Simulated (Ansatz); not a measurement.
A series of calculations on SnPH7O

### Relaxation

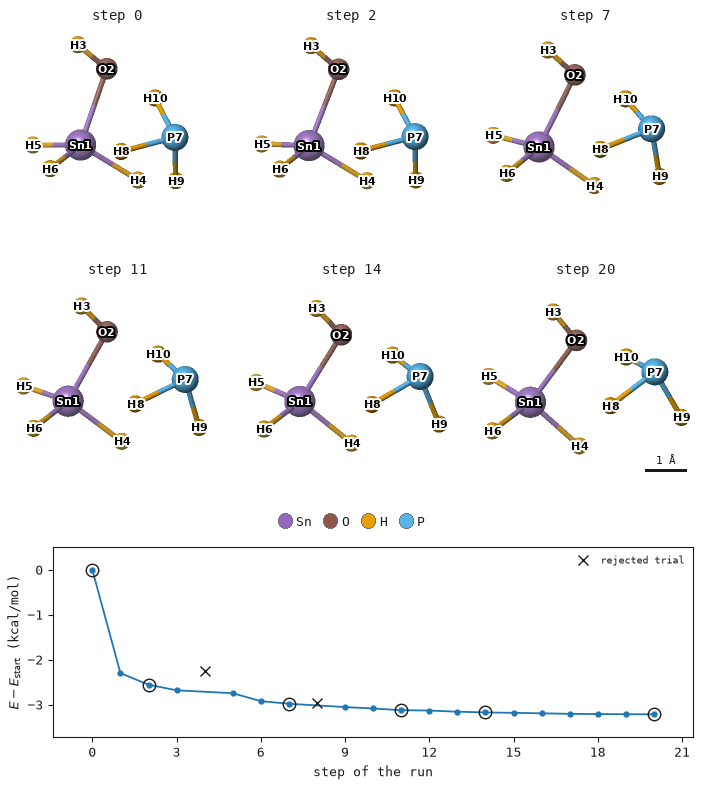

Frames of a relaxation of SnPH$_{7}$O, marked on the history of the run. A ball-and-stick model, seen from a free direction.

The run prepares an end point of a later path (reaction) calculation, from a guessed geometry.

These are results of Ansatz, RKS PBE/def2-SVP, not measurements.

Input file:
```yaml
crystal:
  periodic: [false, false, false]
  atoms:
    - { symbol: Sn, position_ang: [-0.064909, 0.076324, 0.015757] }
    - { symbol: O, position_ang: [-0.013979, 0.178382, 1.998538] }
    - { symbol: H, position_ang: [-0.893291, 0.008333, 2.386447] }
    - { symbol: H, position_ang: [1.574896, 0.311287, -0.437949] }
    - { symbol: H, position_ang: [-1.043534, 1.405375, -0.53306] }
    - { symbol: H, position_ang: [-0.756886, -1.407559, -0.536355] }
    - { symbol: P, position_ang: [1.783831, -2.818525, 1.322395] }
    - { symbol: H, position_ang: [0.58135, -3.263511, 0.668681] }
    - { symbol: H, position_ang: [2.210555, -2.053159, 0.182539] }
    - { symbol: H, position_ang: [1.141467, -1.703849, 1.943606] }
basis:
  gaussian: { orbitals: def2-SVP }
hamiltonian:
  xc: pbe
relax:
  f_tol: 0.03
  max_steps: 50
output:
  orbitals: {}
```

Launched with:
```bash
ansatz run input.yaml --threads 2 --pin off --max-ram 3072MiB --backend cpu --events-out ev --progress --plain --runs-dir out
```

### Describe the path.

After 18 accepted moves (20 points after the start) the energy has fallen by 3.21 kcal/mol. The largest force component goes from 0.97 to 0.015 eV/Å. The line search rejected the trial steps at points 4, 8 of the run. The forces were under the threshold at step 10, but the run went on from there. H9 moves most after the best rigid fit: 1.33 Å. Largest moves by element: H 1.33 Å, P 0.77 Å, Sn 0.68 Å, O 0.44 Å. Among the contacts that change: Sn1–O2 1.986 → 2.026 Å, P7–H10 1.429 → 1.446 Å, Sn1–H5 1.739 → 1.733 Å, Sn1–H6 1.728 → 1.732 Å. Bond angles that change, for instance: O2–Sn1–H6 111.9° → 109.6°, H4–Sn1–H5 110.4° → 112.5°. The run took 34 s on 2 threads of Arm Neoverse V1, with other jobs on the host, peak memory 0.13 GiB. From step 0 to 2: P and H atoms move most (0.25 Å), energy −2.55 kcal/mol. From step 2 to 7: H9 moves most (0.33 Å), energy −0.42 kcal/mol. From step 7 to 11: H9 moves most (0.26 Å), energy −0.14 kcal/mol. From step 11 to 14: H9 moves most (0.21 Å), energy −0.05 kcal/mol. From step 14 to 20: H9 moves most (0.31 Å), energy −0.04 kcal/mol.

Limits of the set-up: the start holds two separate molecules, 2.2 Å apart at their closest, whose relative position is a soft coordinate and is computed without a dispersion correction.

### Relaxation

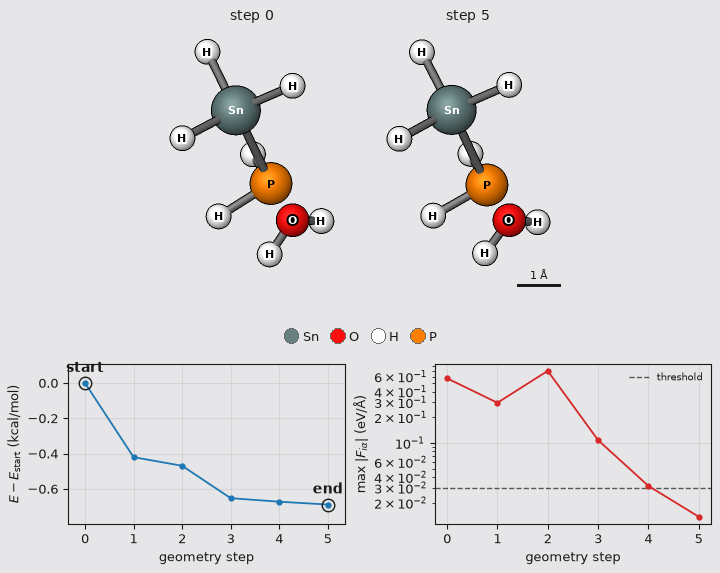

First and last geometry of a relaxation of SnPH7O, with the history of the run. The picture is a ball-and-stick view, seen from a free direction.

The run prepares an end point of a later path (reaction) calculation, from a guessed geometry.

All numbers below come from RKS PBE/def2-SVP in Ansatz 0.2.0. (no spin polarisation; force threshold 0.03 eV/Å; at most 50 steps)

Read the history and describe the run.

Answer. It converged. The atom that moves furthest after the best rigid fit is an H atom (0.084 Å). By element the largest moves are H 0.084 Å, P 0.053 Å, O 0.030 Å, Sn 0.025 Å. Among the contacts that change: P–Sn 2.483 → 2.555 Å, H–O 0.992 → 0.978 Å. After 5 geometry steps the energy has fallen by 0.69 kcal/mol. The largest force component goes from 0.57 to 0.014 eV/Å.

Limits of the set-up: the start holds two separate molecules, 2.6 Å apart at their closest, whose relative position is a soft coordinate and is computed without a dispersion correction.

### Path

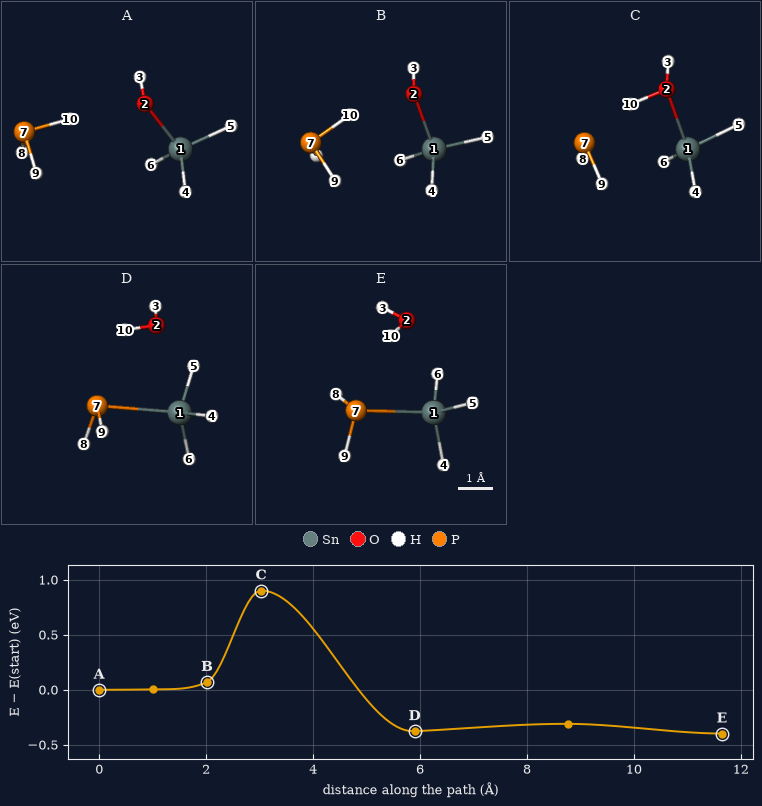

A search for the minimum-energy path of SnPH7O, made up at the start of SnH4O and PH$_{3}$ by the nudged elastic band. Images are numbered from 0 (start) to 6 (end). Frames A to E are images 0, 2, 3, 4, 6. The picture is a ball-and-stick view, seen at a tilt.

Computed with RKS PBE/def2-SVP in Ansatz. Set-up: 5 movable images; climbing image; force threshold 0.05 eV/Å; iteration limit 60; starting path through a guess of the saddle point.

**What happens along the path, and what is the barrier?**

The path has more than one stage, and so few images may leave a stage unresolved. Breaking: P7–H10 (1.45 → 1.81 at the top → 2.68 Å), Sn1–O2 (2.03 → 2.19 at the top → 3.18 Å). Forming: O2–H10 (2.33 → 1.18 at the top → 0.98 Å), Sn1–P7 (4.99 → 3.28 at the top → 2.56 Å). Forward barrier 0.90 eV, backward barrier 1.30 eV, with image 3 at the top; the reaction energy is −0.40 eV. The profile has 2 maxima (images 3, 5) with a dip at image 4 (−0.38 eV), so the process runs in steps. The band converged in 25 iterations. The largest component of the band force went from 5.1 to 0.048 eV/Å. The climbing image converged on the top of the path. Its vibrational analysis gives one imaginary mode (780i cm⁻¹), as a transition state must have.

Limits of the set-up: the start holds two separate molecules, 2.3 Å apart at their closest, whose relative position is a soft coordinate and is computed without a dispersion correction.
